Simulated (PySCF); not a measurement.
```xyz
13

Si   -0.0336   -1.4246   -1.4636
O     1.5347   -1.0840   -1.0458
Si    2.3502   -0.9834    0.4217
O    -1.0826   -0.0901   -1.4000
P    -1.7549    0.4671   -0.0408
O    -2.7045   -0.4156    0.6477
O    -2.3244    1.8809   -0.5519
O    -0.4797    0.8860    0.8508
H     1.5522   -1.6250    1.5040
H     3.6597   -1.6730    0.2583
H     2.5874    0.4564    0.7308
H    -3.2786    1.9279   -0.4088
H    -0.0158    1.6601    0.5049
```

Geometry: PBE0-D3(BJ)/def2-SVP.

All numbers below come from UKS B3LYP, IGLO-III on O P Si, pcH-1 on H, non-relativistic, mean-field spin-orbit, GIAO (PySCF).

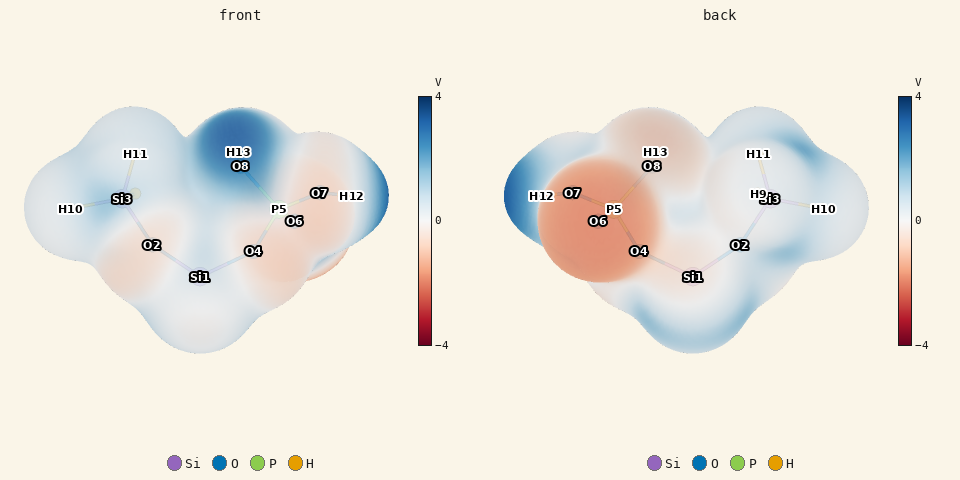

H5O5PSi2 (SMILES O=P(O)(O)O[Si]O[SiH3]) (triplet). The molecular electrostatic potential painted on the density surface at 0.002 e/bohr³, seen from the front and from behind; red is negative and blue positive.

Question: Describe the electrostatic potential map.

Answer: The most negative region (about −1.9 V) lies over O6, the most positive (about +3.1 V) over H12 and H13. O6 is the likeliest acceptor of a hydrogen bond.
